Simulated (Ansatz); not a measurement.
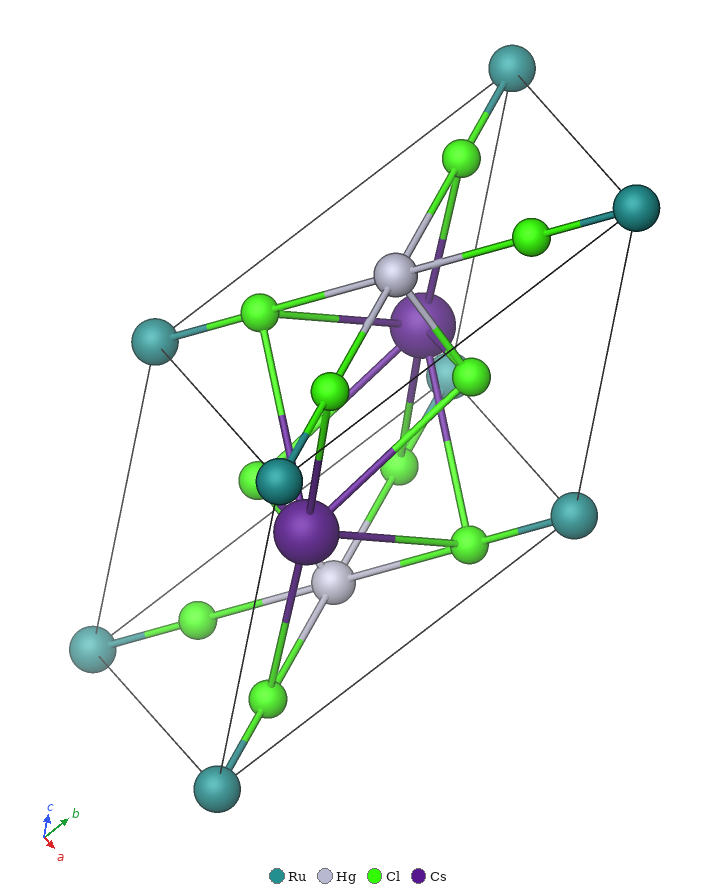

The structure above is drawn in ball-and-stick style and viewed slightly off an axis. The outline marks the simulation cell.

```
CELL_PARAMETERS angstrom
0.00000 7.44630 0.00000
7.44630 0.00000 0.00000
3.72315 3.72315 -5.44746
ATOMIC_POSITIONS crystal
Ru 0.00000 0.00000 0.00000
Hg 0.50000 0.50000 0.00000
Cl 0.28800 0.28800 0.42400
Cl 0.71200 0.71200 0.57600
Cs 0.75000 0.25000 0.50000
Cs 0.25000 0.75000 0.50000
Cl 0.21800 0.21800 0.00000
Cl 0.21800 0.78200 0.00000
Cl 0.78200 0.78200 0.00000
Cl 0.78200 0.21800 0.00000
```

Method used: Ansatz, DFT, PAW plane waves, r2SCAN. It ran with a cutoff energy of 500 eV, a 6×6×6 mesh of k-points, Fermi-Dirac smearing of 0.1 eV, no spin polarisation.

Question: What charge does Bader's analysis assign to each element?

Answer: Cs +0.89 e; Hg +0.84 e; Ru +0.95 e; Cl -0.63 to -0.53 e.

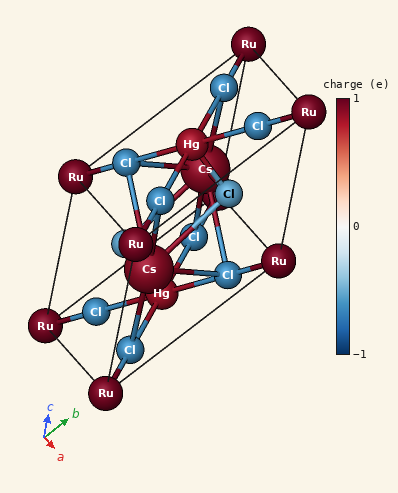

The atoms coloured by those charges.

About the cell: it is a generated cell, made by putting these elements into a known structure type (the compound may or may not exist in this form), and it is unrelaxed. It was run through Ansatz as a DFT input.

At this level of theory the cell isn't at rest (forces up to 1.0 eV/Å), so its distances can differ from those at equilibrium, the more so the softer the solid.
